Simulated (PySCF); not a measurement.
# C5H7N3O (SMILES COc1nncnc1C): what the fields show

```xyz
16

C    -2.0470   -1.5822    0.1255
O    -1.4086   -0.3154    0.1132
C    -0.0806   -0.3311   -0.0082
N     0.5626   -1.4786   -0.1106
N     1.8703   -1.4754   -0.2296
C     2.4988   -0.3301   -0.2423
N     1.9316    0.8779   -0.1434
C     0.6254    0.9070   -0.0237
C    -0.0833    2.2076    0.0927
H    -1.6865   -2.1839    0.9620
H    -3.1101   -1.3779    0.2296
H    -1.8474   -2.1204   -0.8030
H     3.5739   -0.3587   -0.3412
H    -0.6377    2.2417    1.0290
H     0.6351    3.0208    0.0555
H    -0.8041    2.3077   -0.7170
```

Geometry: GFN2-xTB.

These are results of PySCF, wB97X-D/def2-SVPD, SCF density, gas phase, not measurements.

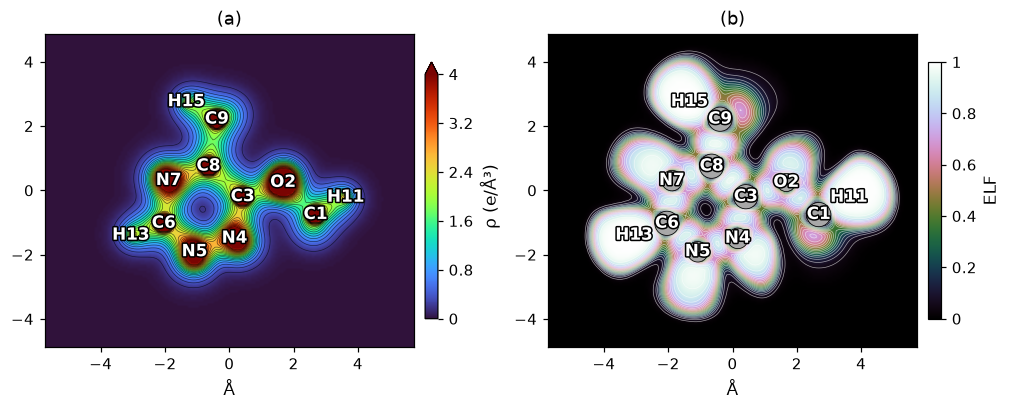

Figure 1. (a) total electron density; (b) electron localisation function on the plane of atoms C3, N4 and N5. Grey discs cover the atomic cores in the ELF map.

### Read the bonding off the picture.

Atoms in the plane: C, O, N and H.
C–N (1.31 Å): the density is about 2.6 e/Å³ at the midpoint; the ELF peaks at about 0.90 between the atoms; a covalent bond.
N–N (1.31 Å): ρ is about 2.7 e/Å³ halfway; the ELF peaks at about 0.90 between the atoms, as expected for a covalent bond.
C–O (1.33 Å): the density is about 2.5 e/Å³ at the midpoint; the ELF peaks at about 0.90 between the atoms (a shared but strongly polarised pair).
C–C (1.43 Å): ρ at the midpoint is about 2 e/Å³; the ELF peaks at about 0.95 between the atoms; localised, covalent bonding.
C–H (1.08 Å): ρ at the midpoint is about 2.1 e/Å³; the ELF climbs to about 1 towards the hydrogen, as it does in any bond to H: a covalent bond by its length.
The ELF also peaks beside N5, N4, N7 and O2, away from the bonds: lone-pair regions.

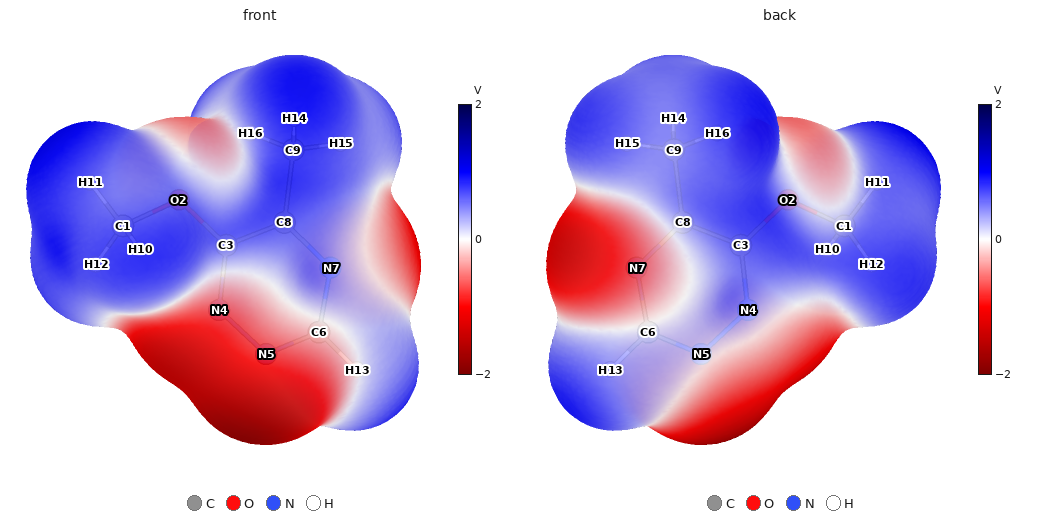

Figure 2. The molecular electrostatic potential painted on the density surface at 0.002 e/bohr³, seen from the front and from behind; the colour scale runs from red (negative) to blue (positive).

### Describe the electrostatic potential map.

The most negative region (about −1.9 V) lies over N5, the most positive (about +1.1 V) over H11. N5 is the likeliest acceptor of a hydrogen bond.
